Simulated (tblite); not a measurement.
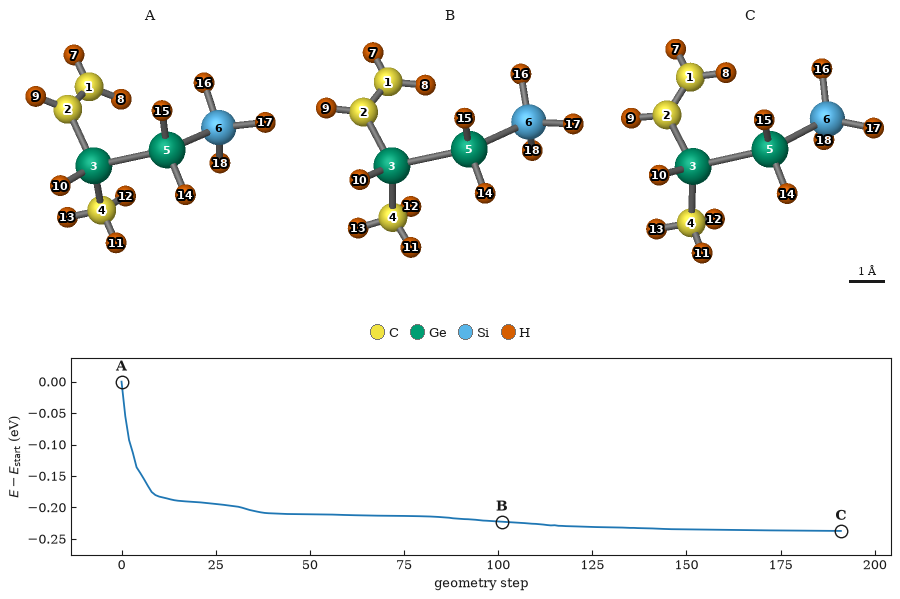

Frames of a relaxation of C$_{3}$H$_{12}$Ge$_{2}$Si, marked on the history of the run. A ball-and-stick model, seen at a tilt.

Theory: GFN2-xTB geometry optimisation, gas phase (tblite). 

> What happens along the run?

H9 moves most after the best rigid fit: 1.31 Å. Largest moves by element: H 1.31 Å, C 0.53 Å, Si 0.35 Å, Ge 0.29 Å. Some distances before and after: Ge5–H14 1.551 → 1.518 Å, Ge3–C4 1.950 → 1.982 Å, Ge3–Ge5 2.385 → 2.416 Å, Ge5–Si6 2.318 → 2.347 Å. Among the angles between lasting bonds that change: Ge3–Ge5–Si6 109.0° → 121.6°, H14–Ge5–H15 110.5° → 99.3°, C4–Ge3–H10 110.0° → 105.9°. Groups turn about C2–Ge3 by about 60°. The energy falls by 0.237 eV in 191 geometry steps. From step 0 to 101: H9 moves most (0.69 Å), energy −0.223 eV. From step 101 to 191: H9 moves most (0.67 Å), energy −0.015 eV.
